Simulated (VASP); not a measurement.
# Cl on Cu(100): which site?

Where does Cl sit on Cu(100), and how strongly does it bind?

Program: VASP 6.6.1. Level of theory: PBEsol; plane waves and PAW (Cu), in the first sound run; inputs show where later runs differ. Results are calculated unless marked as measured.

### Step 1. The structure

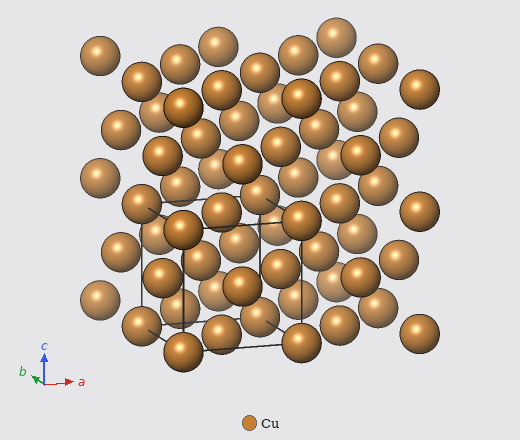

Start, viewed from a free direction; copper orange. 2×2×2 cells are drawn. This picture shows the conventional cell, with its axes. Some periodic images of atoms are drawn too.

### Step 2. The bulk reference, job relaxation, k-mesh 18×18×18

The bulk crystal is relaxed first, so that the slabs are cut at this functional's lattice.

Contents of INCAR:

```
SYSTEM = Cu
PREC = Accurate
ENCUT = 430
EDIFF = 1E-06
NELM = 120
ISMEAR = 1
SIGMA = 0.15
LREAL = .FALSE.
ALGO = Normal
GGA = PS
NBANDS = 11
LASPH = .TRUE.
LORBIT = 11
LWAVE = .FALSE.
LCHARG = .FALSE.
KPAR = 4
IBRION = 2
NSW = 30
ISIF = 3
EDIFFG = -0.01
POTIM = 0.4
```

Contents of POSCAR:

```
Cu
1.0
    0.0000000000      1.8050000000      1.8050000000
    1.8050000000      0.0000000000      1.8050000000
    1.8050000000      1.8050000000      0.0000000000
Cu
1
Direct
    0.0000000000      0.0000000000      0.0000000000
```

Contents of KPOINTS:

```
Automatic mesh
0
Gamma
18 18 18
0 0 0
```

PAW data sets: Cu (PBE family, release 64).

On the command line:

```
> mpirun -np 4 vasp_std
```

Log:

```text
[banner, memory and clock lines left out]
running    4 mpi-ranks, on    1 nodes
 distrk:  each k-point on    1 cores,    4 groups
 distr:  one band on    1 cores,    1 groups

 POSCAR found type information on POSCAR Cu
 POSCAR found :  1 types and       1 ions
|                                                                             |
|               ----> ADVICE to this user running VASP <----                  |
|                                                                             |
|     You enforced a specific xc type in the INCAR file but a different       |
|     [... a line on the potential file left out ...]
|     I HOPE YOU KNOW WHAT YOU ARE DOING!                                     |
|                                                                             |

 LDA part: xc-table for (Slater+PW92), standard interpolation
 POSCAR, INCAR and KPOINTS ok, starting setup
 FFT: planning ... GRIDC
 FFT: planning ... GRID_SOFT
 FFT: planning ... GRID
 WAVECAR not read
 entering main loop
       N       E                     dE             d eps       ncg     rms          rms(c)
DAV:   1     0.359423637850E+02    0.35942E+02   -0.49453E+03  4706   0.146E+03
DAV:   2    -0.450410311771E+01   -0.40446E+02   -0.37502E+02  4400   0.188E+02
DAV:   3    -0.537909754271E+01   -0.87499E+00   -0.87267E+00  4902   0.349E+01
DAV:   4    -0.538450964152E+01   -0.54121E-02   -0.54116E-02  4764   0.239E+00
DAV:   5    -0.538456516253E+01   -0.55521E-04   -0.55520E-04  4925   0.245E-01    0.837E+00
DAV:   6    -0.476727603803E+01    0.61729E+00   -0.18431E+01  4975   0.856E+01    0.438E+00
DAV:   7    -0.431426872378E+01    0.45301E+00   -0.28634E+00  4970   0.336E+01    0.531E-01
DAV:   8    -0.430336017817E+01    0.10909E-01   -0.73499E-03  5056   0.163E+00    0.356E-01
DAV:   9    -0.430111239460E+01    0.22478E-02   -0.13525E-02  5018   0.210E+00    0.294E-02
DAV:  10    -0.430111441558E+01   -0.20210E-05   -0.69191E-05  6277   0.152E-01    0.452E-03
DAV:  11    -0.430111585103E+01   -0.14355E-05   -0.67519E-07  3102   0.914E-03    0.832E-04
DAV:  12    -0.430111580302E+01    0.48011E-07   -0.11618E-07  2451   0.638E-03
   1 F= -.43011158E+01 E0= -.43011443E+01  d E =-.430112E+01
 curvature:   0.00 expect dE= 0.000E+00 dE for cont linesearch  0.000E+00
 trial: gam= 0.00000 g(F)=  0.113E-62 g(S)=  0.220E-01 ort = 0.000E+00 (trialstep = 0.100E+01)
 search vector abs. value=  0.220E-01
 bond charge predicted
       N       E                     dE             d eps       ncg     rms          rms(c)
DAV:   1    -0.494819789225E+01   -0.64708E+00   -0.10279E+01  5013   0.681E+01    0.676E+00
DAV:   2    -0.455164915421E+01    0.39655E+00   -0.94020E+00  4914   0.611E+01    0.283E+00
DAV:   3    -0.432337437604E+01    0.22827E+00   -0.14170E+00  4911   0.239E+01    0.832E-01
DAV:   4    -0.430929685566E+01    0.14078E-01   -0.10587E-02  4756   0.134E+00    0.119E-01
DAV:   5    -0.430878300409E+01    0.51385E-03   -0.35721E-03  4994   0.121E+00    0.385E-02
DAV:   6    -0.430876110909E+01    0.21895E-04   -0.75820E-05  5958   0.154E-01    0.409E-03
DAV:   7    -0.430876017251E+01    0.93658E-06   -0.87516E-07  2890   0.137E-02
   2 F= -.43087602E+01 E0= -.43087472E+01  d E =-.764437E-02
 trial-energy change:   -0.007644  1 .order   -0.007207   -0.021986    0.007571
 step:   0.7600(harm=  0.7438)  dis= 0.00000  next Energy=    -4.309663 (dE=-0.855E-02)
 bond charge predicted
       N       E                     dE             d eps       ncg     rms          rms(c)
DAV:   1    -0.434516965077E+01   -0.36409E-01   -0.60748E-01  5016   0.177E+01    0.154E+00
DAV:   2    -0.432090374483E+01    0.24266E-01   -0.46237E-01  4911   0.133E+01    0.598E-01
DAV:   3    -0.431068413771E+01    0.10220E-01   -0.71935E-02  4908   0.542E+00    0.227E-01
DAV:   4    -0.430968110071E+01    0.10030E-02   -0.16505E-03  5277   0.485E-01    0.196E-02
DAV:   5    -0.430967946711E+01    0.16336E-05   -0.30183E-05  5470   0.101E-01    0.725E-03
DAV:   6    -0.430967958919E+01   -0.12208E-06   -0.17142E-06  2859   0.208E-02
   3 F= -.43096796E+01 E0= -.43096744E+01  d E =-.856379E-02
 curvature:  -0.37 expect dE=-0.130E-07 dE for cont linesearch -0.130E-07
 trial: gam=-0.00126 g(F)=  0.733E-65 g(S)=  0.352E-07 ort = 0.278E-04 (trialstep = 0.952E+00)
 search vector abs. value=  0.100E-09
 reached required accuracy - stopping structural energy minimisation
```

Run time: 6 s. Hardware: 4 MPI ranks of Intel Xeon 6975P-C (Granite Rapids), shared host; peak memory 0.52 GiB; 22 s of CPU time.

Lines that name or quote the potential files are left out of all logs, and their timing lines are given in words.

From OUTCAR (step 2):

```text
ion  position               nearest neighbor table
   1  0.000  0.000  0.000-

  LATTYP: Found a face centered cubic cell.
 ALAT       =     3.6100000000

 Subroutine GETGRP returns: Found 48 space group operations
 (whereof 48 operations were pure point group operations)

The static configuration has the point symmetry O_h .

 Found    195 irreducible k-points:

   k-points           NKPTS =    195   k-points in BZ     NKDIM =    195   number of bands    NBANDS=     11

   dimension x,y,z NGX =    18 NGY =   18 NGZ =   18
   dimension x,y,z NGXF=    36 NGYF=   36 NGZF=   36

   ENCUT  =  430.0 eV  31.60 Ry    5.62 a.u.   4.32  4.32  4.32*2*pi/ulx,y,z

   NELECT =      11.0000    total number of electrons

 k-points in reciprocal lattice and weights: Automatic mesh
   0.00000000  0.00000000  0.00000000       0.000
   0.05555556  0.00000000  0.00000000       0.001
   0.11111111  0.00000000  0.00000000       0.001
   0.16666667  0.00000000  0.00000000       0.001
   0.22222222  0.00000000  0.00000000       0.001
   0.27777778  0.00000000  0.00000000       0.001
   0.33333333  0.00000000  0.00000000       0.001
   0.38888889  0.00000000  0.00000000       0.001
   0.44444444  0.00000000  0.00000000       0.001
[...]
-0.27777778  0.44444444  0.22222222       0.004
  -0.27777778  0.50000000  0.22222222       0.002

 average (electrostatic) potential at core
       1 -63.1308

 E-fermi :   7.8988

 k-point     1 :       0.0000    0.0000    0.0000
  band No.  band energies     occupation
    ...
      2       4.7841      2.00000
      3       4.7841      2.00000
      4       4.7841      2.00000
      5       5.6737      2.00000
      6       5.6737      2.00000
      7      30.8649      0.00000
      8      33.8120      0.00000
      9      33.8120      0.00000
     10      33.8120      0.00000
     11      36.3313      0.00000

 k-point     2 :       0.0556    0.0000    0.0000
  band No.  band energies     occupation
    ...
      2       4.7582      2.00000
      3       4.8071      2.00000
      4       4.8071      2.00000
      5       5.6645      2.00000
      6       5.6645      2.00000
      7      30.2697      0.00000
      8      32.3634      0.00000
      9      33.4413      0.00000
     10      33.4413      0.00000
     11      36.8607      0.00000

 k-point     3 :       0.1111    0.0000    0.0000
  band No.  band energies     occupation
    ...
      2       4.6878      2.00000
      3       4.8668      2.00000
      4       4.8668      2.00000
      5       5.6457      2.00000
      6       5.6457      2.00000
      7      27.9026      0.00000
      8      31.6623      0.00000
      9      32.7648      0.00000
     10      32.7648      0.00000
     11      37.9498      0.00000

  Total       -0.0005510     -0.0005510     -0.0005510     -0.0000000     -0.0000000      0.0000000
  in kB       -0.0780185     -0.0780185     -0.0780185     -0.0000000     -0.0000000      0.0000000
  external PRESSURE =      -0.0780185 kB  Pullay stress =       0.0000000 kB

  energy-cutoff  :      430.00
  volume of cell :       11.32
      direct lattice vectors                 reciprocal lattice vectors
    -0.000000000  1.781928426  1.781928426    -0.280594884  0.280594884  0.280594884
     1.781928426  0.000000000  1.781928426     0.280594884 -0.280594884  0.280594884
     1.781928426  1.781928426 -0.000000000     0.280594884  0.280594884 -0.280594884

 POSITION                                       TOTAL-FORCE (eV/Angst)
 -----------------------------------------------------------------------------------
      0.00000      0.00000      0.00000         0.000000      0.000000      0.000000
 -----------------------------------------------------------------------------------
    total drift:                                0.000000     -0.000000      0.000000

  FREE ENERGIE OF THE ION-ELECTRON SYSTEM (eV)
  ---------------------------------------------------
  free  energy   TOTEN  =        -4.3096795892 eV

  energy  without entropy=       -4.3096640464  energy(sigma->0) =       -4.30967441

 reached required accuracy - stopping structural energy minimisation

 total charge
# of ion       s       p       d       tot
------------------------------------------
    1        0.466   0.416   9.173  10.055

[... 3 further parts left out ...]
```

CONTCAR:

```
Cu
   1.00000000000000
    -0.0000000000000000    1.7819284261969468    1.7819284261969468
     1.7819284261969468    0.0000000000000000    1.7819284261969468
     1.7819284261969468    1.7819284261969468   -0.0000000000000000
  Cu
     1
Direct
     0.0000000000000000    0.0000000000000000    0.0000000000000000
```

This run has no spin polarisation. Its electron count is odd, so without a moment it is a metal by construction. The PAW data sets were made with PBE, which is usual practice but a small mismatch for other functionals. The run keeps the 48 symmetry operations of its start, so it cannot find a distortion of lower symmetry.

Step by step:

| step | energy less that of the first step (eV) | largest force (eV/Å) | pressure (GPa) | volume (Å³) |
| --- | --- | --- | --- | --- |
| 1 | 0.0000 | 0.0000 | -5.94 | 11.76 |
| 2 | -0.0076 | 0.0000 | 2.15 | 11.18 |
| 3 | -0.0086 | 0.0000 | -0.01 | 11.32 |

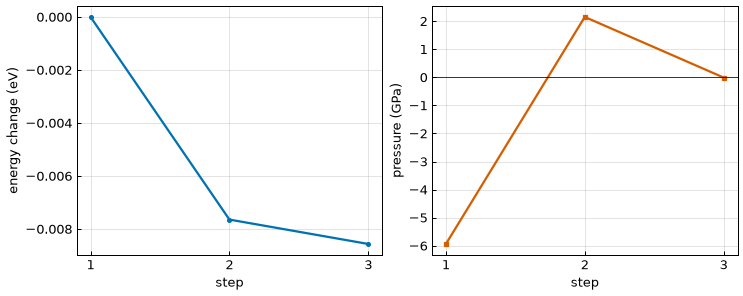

Energy and pressure along the relaxation.

| conventional cell, symmetrised | before | after | change |
| --- | --- | --- | --- |
| a (Å) | 3.610 | 3.564 | -1.3 % |
| b (Å) | 3.610 | 3.564 | -1.3 % |
| c (Å) | 3.610 | 3.564 | -1.3 % |
| volume (Å³/atom) | 11.76 | 11.32 | -3.8 % |

Final coordinates:

```xyz
1
Lattice="0.0000 1.7819 1.7819 1.7819 0.0000 1.7819 1.7819 1.7819 0.0000" Properties=species:S:1:pos:R:3 pbc="T T T"
Cu    0.0000    0.0000    0.0000
```

Numbers from this step:

```yaml
electronic_cycles: 25
electrons: 11
free_energy_toten: -4.310 eV
fermi_energy: 7.899 eV
metallic: yes
```

The run ended after 3 ionic steps, 0.009 eV below its first step, once forces and stress met EDIFFG = -0.01.

Energy at zero smearing: -4.30967 eV.

### Step 3. The bulk reference, job self-consistent run, k-mesh 22×22×22

Contents of INCAR:

```
SYSTEM = Cu
PREC = Normal
ENCUT = 330
EDIFF = 1E-06
NELM = 120
ISMEAR = 1
SIGMA = 0.15
LREAL = .FALSE.
ALGO = Fast
GGA = PS
NBANDS = 11
LASPH = .TRUE.
LORBIT = 11
LWAVE = .FALSE.
LCHARG = .FALSE.
KPAR = 4
```

Contents of POSCAR:

```
Cu
1.0
    0.0000000000      1.7819284262      1.7819284262
    1.7819284262      0.0000000000      1.7819284262
    1.7819284262      1.7819284262      0.0000000000
Cu
1
Direct
    0.0000000000      0.0000000000      0.0000000000
```

Contents of KPOINTS:

```
Automatic mesh
0
Gamma
22 22 22
0 0 0
```

On the command line:

```
> mpirun -np 4 vasp_std
```

Log:

```text
[banner, memory and clock lines left out]
running    4 mpi-ranks, on    1 nodes
[...]
[... a notice as in an earlier step ...]

 LDA part: xc-table for (Slater+PW92), standard interpolation
 POSCAR, INCAR and KPOINTS ok, starting setup
[...]
entering main loop
       N       E                     dE             d eps       ncg     rms          rms(c)
DAV:   1     0.307736580397E+02    0.30774E+02   -0.41794E+03  8064   0.121E+03
DAV:   2    -0.477004494247E+01   -0.35544E+02   -0.33118E+02  7333   0.171E+02
DAV:   3    -0.540434107822E+01   -0.63430E+00   -0.63169E+00  8317   0.284E+01
DAV:   4    -0.540792127939E+01   -0.35802E-02   -0.35799E-02  8040   0.183E+00
[...]
RMM:   8    -0.431749226424E+01    0.13734E-01   -0.18099E-02  9004   0.141E+00    0.290E-01
RMM:   9    -0.431575400711E+01    0.17383E-02   -0.38435E-03  9175   0.121E+00    0.191E-02
RMM:  10    -0.431579259806E+01   -0.38591E-04   -0.46194E-04  9139   0.306E-01    0.156E-02
WARNING in EDDRMM: call to ZHEGV failed, returncode =   6  3      9
RMM:  11    -0.431579855363E+01   -0.59556E-05   -0.82793E-05  9696   0.113E-01    0.121E-02
RMM:  12    -0.431579883607E+01   -0.28244E-06   -0.13260E-05  9471   0.483E-02    0.226E-03
RMM:  13    -0.431579928477E+01   -0.44871E-06   -0.27291E-06  6661   0.156E-02
   1 F= -.43157993E+01 E0= -.43158870E+01  d E =0.263239E-03
```

Run time: 2.2 s. Hardware: 4 MPI ranks; peak memory 0.43 GiB.

From OUTCAR (step 3):

```text
  Total        0.0562947      0.0562947      0.0562947     -0.0000000      0.0000000      0.0000000
  in kB        7.9703451      7.9703451      7.9703451     -0.0000000      0.0000000      0.0000000
  external PRESSURE =       7.9703451 kB  Pullay stress =       0.0000000 kB

 POSITION                                       TOTAL-FORCE (eV/Angst)
 -----------------------------------------------------------------------------------
      0.00000      0.00000      0.00000         0.000000     -0.000000     -0.000000
 -----------------------------------------------------------------------------------
    total drift:                               -0.000000     -0.000000     -0.000000

  FREE ENERGIE OF THE ION-ELECTRON SYSTEM (eV)
  ---------------------------------------------------
  free  energy   TOTEN  =        -4.3157992848 eV

  energy  without entropy=       -4.3160625239  energy(sigma->0) =       -4.31588703

[... 3 further parts left out ...]
[key lines of the parts left out:]
E-fermi :   7.9280
```

Numbers from this step:

```
electronic cycles       : 13
free energy (TOTEN)     : -4.316 eV
energy at zero smearing : -4.316 eV
Fermi energy            : 7.928 eV
```

Energy at zero smearing: -4.31589 eV.

The run ends at a pressure of 0.80 GPa.

[end of part 1 of 7]

[Lines on the potential files, build, host, timing and source positions are cut from VASP's logs without a mark.]

[Logs are printed without paths, hosts, clocks, repeated set-up lines and the standing remarks that a program may print on its own settings, such as how far it seeks lower states.]

[Hosts, paths, dates, database ids (printed as entryN), source tags and the programs' standing remarks are cut or masked in the printed files.]

[Runs that stopped without an error message from VASP are left out.]
